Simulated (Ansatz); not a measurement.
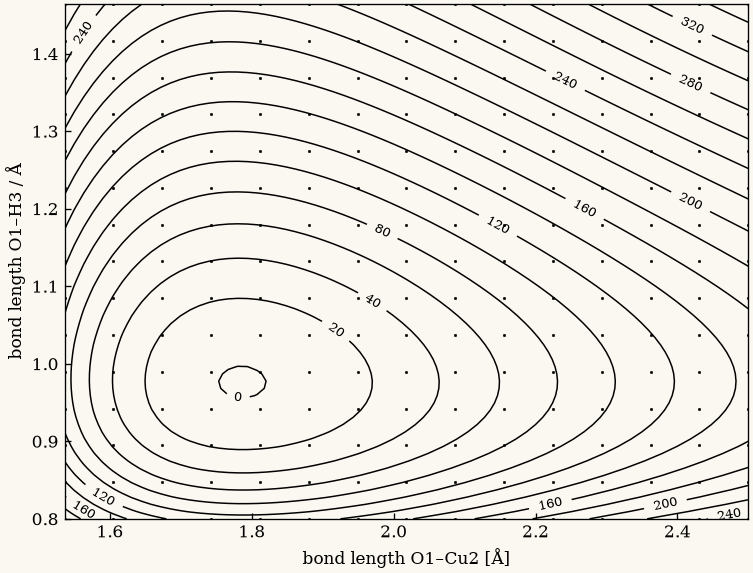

Energy landscape of CuHO, SMILES [OH][Cu]. 
- First axis: bond length O1–Cu2. Second axis: bond length O1–H3.
- Nothing is relaxed (all other coordinates rigid).
- The scan uses a 15 × 15 grid.
- Points are written as (first, second).
- All energies are given in kJ/mol relative to the lowest grid point.
- The reference is spin-restricted, which grows unreliable where a bond is stretched far.
- These are results of Ansatz, RKS PBE-D4/def2-TZVP, not measurements.

Drawn: contour lines labelled in kJ/mol, dots at the grid points. Between grid points the surface is interpolated. 

Q: Describe this landscape.

A: The lowest grid point is at (1.811 Å, 0.990 Å). No other kind of well shows on this grid. The highest grid point, (2.500 Å, 1.464 Å), lies 352 kJ/mol above the lowest. Round the minimum the two coordinates are nearly uncoupled.

The whole map (225 points run) took 17 min on 1 thread of Arm Neoverse N1, with other jobs on the host.
